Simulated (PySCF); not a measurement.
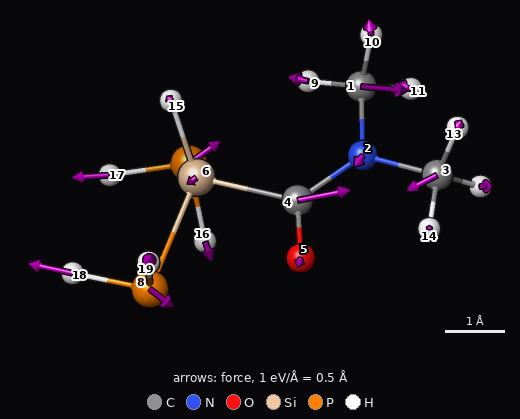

Starting geometry of C₃H₁₁NOP₂Si with the computed forces as purple arrows. Style: ball-and-stick. Shown from a free direction.

The start comes from GFN2-xTB. Its atoms were then displaced at random by about 0.01 Å.

All numbers below come from PBE0-D3(BJ)/def2-SVP geometry optimisation, gas phase (PySCF). 

What follows when this structure is relaxed?

Answer. It isn't relaxed: the largest force vector, on a C atom, is 1.96 eV/Å. The final displacements have little in common with the starting forces (cosine between the two patterns 0.11). The largest move after the best rigid fit is that of an H atom, 0.53 Å. By element the largest moves are H 0.53 Å, P 0.32 Å, O 0.22 Å, C 0.16 Å, Si 0.08 Å, N 0.03 Å. Some distances before and after: H–P 1.372 → 1.430 Å, C–Si 1.899 → 1.938 Å, H–P 1.393 → 1.429 Å, C–H 1.129 → 1.103 Å. Bond angles that change, for instance: C–Si–P 90.6° → 101.0°, C–Si–P 115.5° → 109.2°, P–Si–H 120.9° → 115.3°. Over 12 geometry steps the energy falls by 0.350 eV.
